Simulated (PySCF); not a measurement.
# TiN (doublet): what the fields show

```yaml
atoms:
  - { symbol: Ti, position_ang: [0.0000, 0.0000, -0.3483] }
  - { symbol: N, position_ang: [0.0000, 0.0000, 1.1927] }
```

The calculation used PySCF 2.14.0, PBE0/def2-TZVPP, non-relativistic Hamiltonian with scalar-relativistic core potentials where named, at a bond length of 1.541 Å.

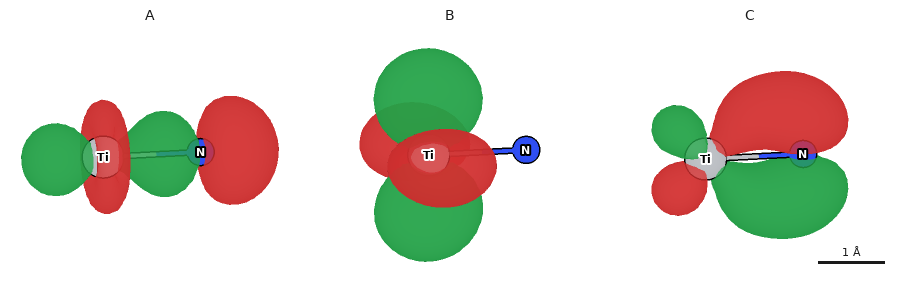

Figure 1. Three frontier α-spin orbitals, each drawn at the value that holds 80 % of its norm (green and red are the two phases), in no order; of a degenerate pair one member is drawn.

> Label each orbital by symmetry, say whether it is occupied, and order them by energy.

Orbital C: π, occupied in this spin, −7.99 eV; bonding, with no node between the atoms.
Orbital A: σ, occupied in this spin, −7.51 eV; shared between the atoms (Ti 45 %, N 55 %).
Orbital B: δ, empty in this spin, −2.48 eV; almost wholly on Ti.

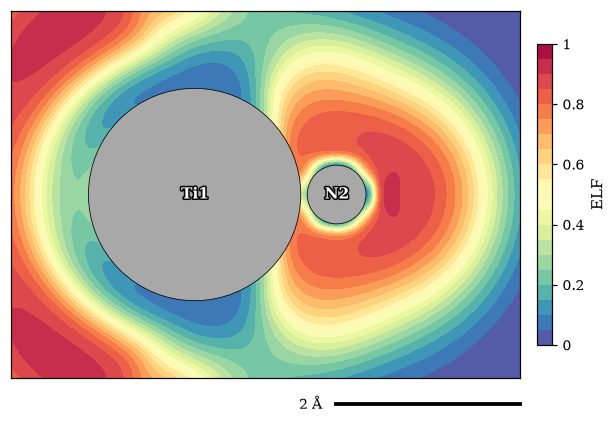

Figure 2. Electron localisation function on a plane that holds the molecular axis. Grey discs cover the atomic cores.

> Describe what can be read from this map.

- Atoms in the plane: Ti and N.
- Ti–N (1.54 Å): the ELF peaks at about 0.75 in the valence shell of N, 0.6 Å from its nucleus, and is about 0.55 at the midpoint.

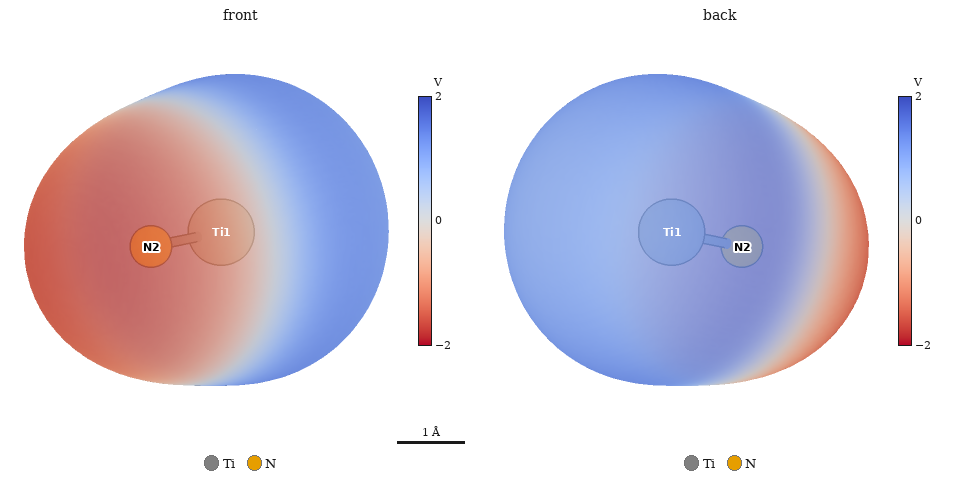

Figure 3. The molecular electrostatic potential painted on the density surface at 0.001 e/bohr³, seen from the front and from behind; the colour scale runs from red (negative) to blue (positive).

> Which sites attract a positive test charge, and which a negative one?

A positive charge is drawn to the negative regions and a negative charge to the positive ones. The most negative region (about −1.6 V, or −37 kcal/mol for a unit charge) lies over N2, the most positive (about +1.3 V, or +30 kcal/mol for a unit charge) over Ti1. N2 is the likeliest acceptor of a hydrogen bond.
